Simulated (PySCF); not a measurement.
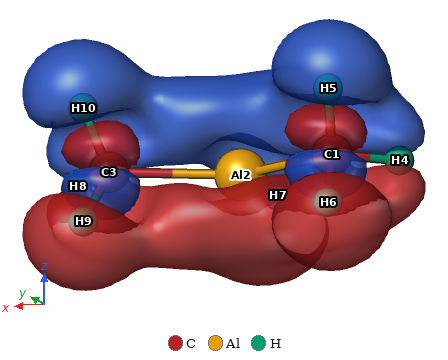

*C2H7Al, SMILES `C[AlH]C`. Change of the electron density in a uniform field of 0.10 V/Å, surfaces at ±0.0005 e/Å³ (blue: gain, red: loss).*

Method: BP86/def2-TZVP; geometry: GFN2-xTB; program: PySCF. No frequency check shows the geometry to be a minimum. A basis without diffuse functions makes polarisabilities too small.

Cartesian coordinates (Å):

```
C1      -1.7927    0.3939    0.0001
Al2     -0.0000   -0.4695   -0.0003
C3       1.7929    0.3938    0.0002
H4      -2.5881   -0.3620    0.0001
H5      -1.9683    1.0309    0.8750
H6      -1.9681    1.0317   -0.8744
H7      -0.0015   -2.0232    0.0013
H8       2.5882   -0.3622   -0.0002
H9       1.9685    1.0312   -0.8744
H10      1.9687    1.0304    0.8751
```

The field was applied in both directions; the picture shows the one opposite to the script's first.

**Along which Cartesian direction does the field point?**

Along −z: electrons gather on the +z side, against the field.

**How large is the response?**

The induced dipole is 0.23 D (along the field); α along this axis, from the fields in both directions, is 45 bohr³ (6.7 Å³).
